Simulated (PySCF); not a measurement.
**C4H5N3: density, localisation and related maps**

| atom | x (Å) | y (Å) | z (Å) |
| --- | --- | --- | --- |
| C | -2.2742 | 0.2538 | -0.0771 |
| C | -1.2033 | -0.4922 | 0.1387 |
| N | 0.0924 | -0.0076 | -0.0002 |
| C | 1.2547 | -0.6838 | 0.1970 |
| C | 2.2334 | 0.2397 | -0.0707 |
| N | 1.6304 | 1.3999 | -0.4068 |
| N | 0.3673 | 1.2487 | -0.3636 |
| H | -2.1730 | 1.2829 | -0.3735 |
| H | -3.2640 | -0.1464 | 0.0389 |
| H | -1.2489 | -1.5301 | 0.4391 |
| H | 1.2880 | -1.7108 | 0.4940 |
| H | 3.2985 | 0.1451 | -0.0419 |

Geometry: GFN2-xTB.

All numbers below come from PBE0/pcSseg-1, SCF density, gas phase, non-relativistic in PySCF 2.14.0.

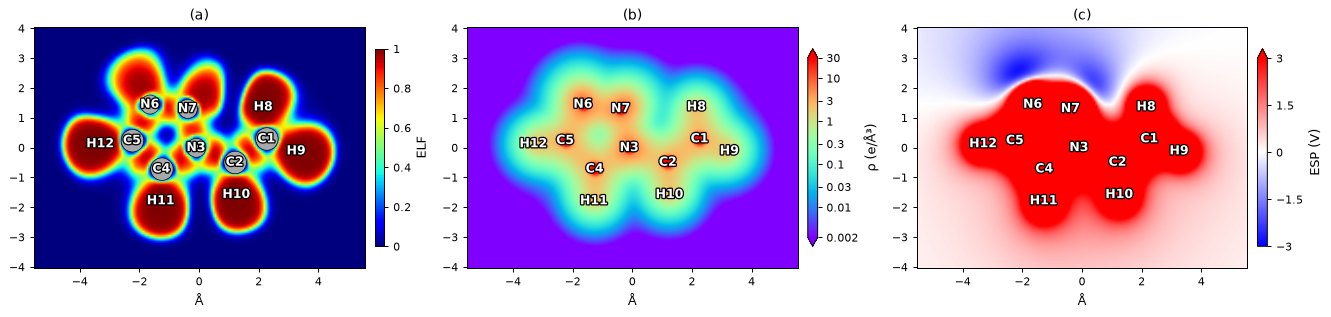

Figure 1. (a) electron localisation function; (b) total electron density; (c) molecular electrostatic potential on the molecular plane. Grey discs cover the atomic cores in the ELF map.

Q: Describe what can be read from this map.

A: Atoms in the plane: C, N and H. N–N (1.27 Å): the density is about 3 e/Å³ at the midpoint; the ELF peaks at about 0.90 between the atoms: localised, covalent bonding. C–C (1.32 Å): ρ is about 2.3 e/Å³ halfway; the ELF peaks at about 0.95 between the atoms: a multiple bond. C–N (1.35 Å): ρ is about 2.4 e/Å³ halfway; the ELF peaks at about 0.90 between the atoms (a covalent bond). C–H (1.07 Å): ρ at the midpoint is about 2.1 e/Å³; the ELF climbs to about 1 towards the hydrogen, as it does in any bond to H (an ordinary covalent bond to hydrogen). N–N (1.34 Å): the density is about 2.6 e/Å³ at the midpoint; the ELF peaks at about 0.90 between the atoms (a covalent bond). The ELF also peaks beside N7 and N6, away from the bonds: lone-pair regions. Outside the dense part of the molecule the potential is most negative (−2.8 V) near N6.

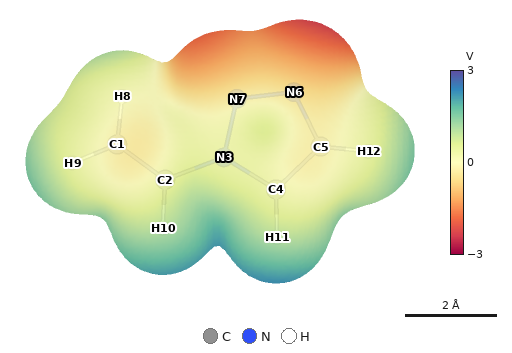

Figure 2. The molecular electrostatic potential painted on the density surface at 0.004 e/bohr³, seen across its widest extent; red is negative and blue positive.

Q: Which sites attract a positive test charge, and which a negative one?

A: A positive charge is drawn to the negative regions and a negative charge to the positive ones. The most negative region (about −2.3 V) lies over N6, the most positive (about +2.2 V) over H11. N6 is the likeliest acceptor of a hydrogen bond.

Q: What dipole moment does the calculation give?

A: Its dipole moment is 4.21 D.

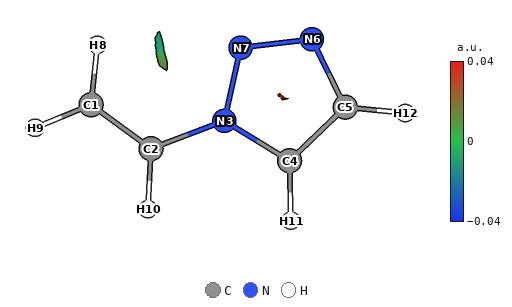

Figure 3. Non-covalent interaction (NCI) plot: the surface where the reduced density gradient is 0.5, for densities under 0.05 a.u., coloured by sign(λ₂)ρ; seen across its widest extent.

Q: Which non-covalent interactions does the plot reveal?

A: Between H8 and C1 on one side and N7 and N3 on the other: a weak contact, attractive (blue-green) on one side and crowded (olive to red) on the other.
